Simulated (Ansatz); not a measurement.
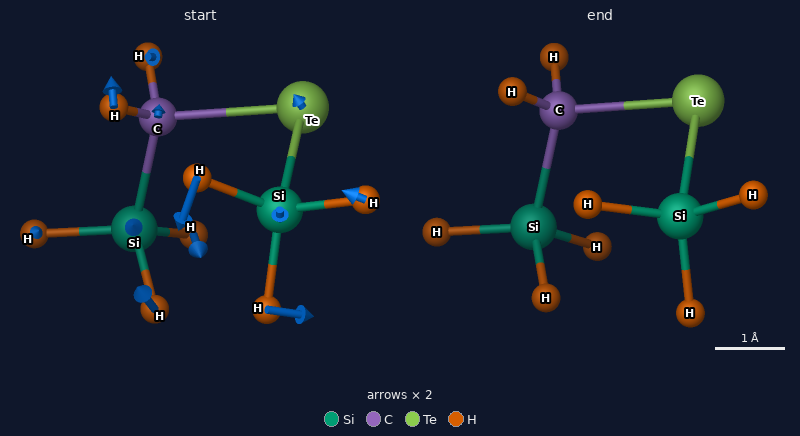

The structure of CH$_{8}$Si$_{2}$Te before (left) and after (right) a relaxation, at one scale. The blue arrows give the displacements, magnified 2 times.

A ball-and-stick model, seen from a free direction.

The start comes from PBE-D4/def2-SVP.

Method: RKS PBE0-D4/def2-TZVP in Ansatz 0.2.0.

The input:
```yaml
crystal:
  periodic: [false, false, false]
  atoms:
    - {symbol: Si, position_ang: [-0.344919, 1.821015, 0.476091]}
    - {symbol: C, position_ang: [-0.372693, 0.137498, 1.338042]}
    - {symbol: Te, position_ang: [1.432928, -1.047540, 0.882649]}
    - {symbol: Si, position_ang: [0.615887, -1.764645, -1.384736]}
    - {symbol: H, position_ang: [-0.258132, 1.635705, -1.013993]}
    - {symbol: H, position_ang: [-1.604541, 2.592175, 0.788609]}
    - {symbol: H, position_ang: [0.841325, 2.612451, 0.949978]}
    - {symbol: H, position_ang: [-0.368555, 0.247031, 2.441539]}
    - {symbol: H, position_ang: [-1.253680, -0.474610, 1.062460]}
    - {symbol: H, position_ang: [0.621679, -0.654888, -2.401414]}
    - {symbol: H, position_ang: [-0.785555, -2.306532, -1.272741]}
    - {symbol: H, position_ang: [1.553056, -2.852760, -1.832383]}
basis:
  gaussian: {orbitals: def2-TZVP}
hamiltonian: {xc: pbe0, dispersion: d4}
relax: {f_tol: 0.005, max_steps: 150}
```

Question: Summarise the run.

Answer: The energy falls by 5.33 kJ/mol in 23 geometry steps. The largest force component goes from 0.58 to 0.0048 eV/Å. H11 moves most after the best rigid fit: 0.50 Å. By element the largest moves are H 0.50 Å, Si 0.17 Å, Te 0.13 Å, C 0.10 Å. Near-neighbour distances that change, for instance: C2–Te3 2.207 → 2.162 Å, Te3–Si4 2.515 → 2.491 Å, Si1–C2 1.892 → 1.869 Å, Si4–H10 1.505 → 1.484 Å. The run took roughly 4 core-minutes on a shared host.
